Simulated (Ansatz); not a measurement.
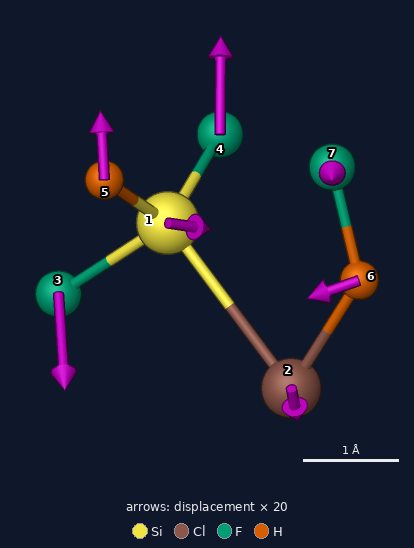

This is a constrained relaxation of SiH2ClF3. The starting structure is drawn; purple arrows show the displacements, 20 times their true length. The two geometries are superimposed by the best rigid fit.

A ball-and-stick model, seen at a tilt.

The reaction that was planned forms Si1–F7, Cl2–H6 and breaks Si1–Cl2, H6–F7 (atoms numbered from 1 in input order).

Computed with RKS PBE0-D4/def2-SVP in Ansatz. (held fixed: the distance between atoms 1 (Si) and 7 (F), the distance between atoms 2 (Cl) and 6 (H), the distance between atoms 1 (Si) and 2 (Cl), the distance between atoms 6 (H) and 7 (F), counting from 1; force threshold 0.04 eV/Å; at most 150 steps)

Question: Atoms of which element are displaced furthest, and by how much?

Answer: Fluorine: up to 0.061 Å, against 0.037 Å for hydrogen.

Question: Describe the change and its energy.

Answer: The atom that moves furthest after the best rigid fit is F3 (0.061 Å). Largest moves by element: F 0.061 Å, H 0.037 Å, Si 0.031 Å, Cl 0.026 Å. Near-neighbour distances that change, for instance: Si1–H5 1.426 → 1.465 Å, Si1–F4 1.583 → 1.603 Å, Si1–F3 1.607 → 1.618 Å. Among the angles between lasting bonds that change: F4–Si1–H5 125.3° → 122.1°, F3–Si1–F4 98.2° → 101.2°, Cl2–Si1–F4 108.5° → 110.9°. The energy falls by 0.053 eV in 4 geometry steps. Largest force component: 0.8 eV/Å at the start, 0.016 eV/Å at the end. Cost: 7 s on 4 threads of Arm Neoverse V1, on a shared host.
